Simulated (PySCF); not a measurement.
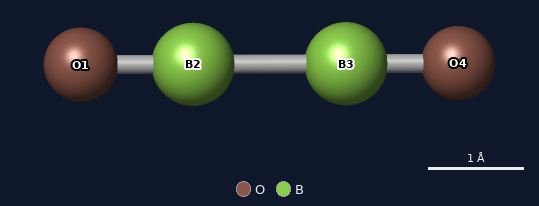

This is the input geometry for a relaxation of B2O2. The picture is a ball-and-stick view, seen face on.

The start comes from GFN2-xTB.

Level of theory: PBE0-D3(BJ)/def2-SVP geometry optimisation, gas phase (PySCF).

```xyz
4

O    -1.9732   -0.0311   -0.5027
B    -0.7966   -0.0096   -0.3398
B     0.8068    0.0159   -0.1179
O     1.9835    0.0343    0.0431
```

Predict the outcome.

The largest moves after the best rigid fit, 0.028 Å, are those of O1 and O4. By element the largest moves are O 0.028 Å, B 0.017 Å. Some distances before and after: B2–B3 1.619 → 1.652 Å, B3–O4 1.188 → 1.199 Å. The energy falls by 0.025 eV in 2 geometry steps.

The structure at the end:

```xyz
4

O    -2.0007   -0.0311   -0.5064
B    -0.8130   -0.0104   -0.3421
B     0.8232    0.0161   -0.1160
O     2.0110    0.0350    0.0471
```
